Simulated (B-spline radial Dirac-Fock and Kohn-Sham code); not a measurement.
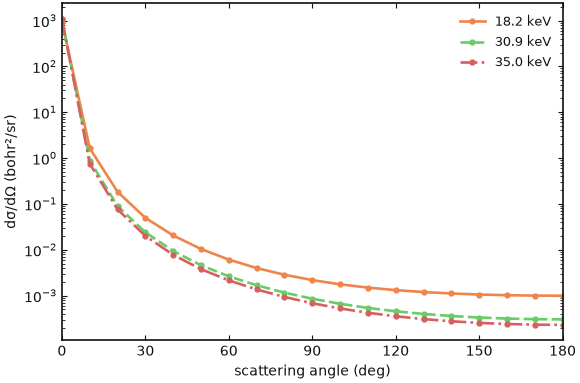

Differential cross section for elastic electron scattering against angle at 18.2 keV, 30.9 keV and 35.0 keV, computed at the marked angles. Species: the lanthanum atom. Level of theory: Dirac partial waves in the static Dirac–Fock field with Furness–McCarthy exchange, no polarisation or absorption; calculated with a B-spline radial code.

> Where are the minima at 18.2 keV?

There is no marked minimum on this grid.
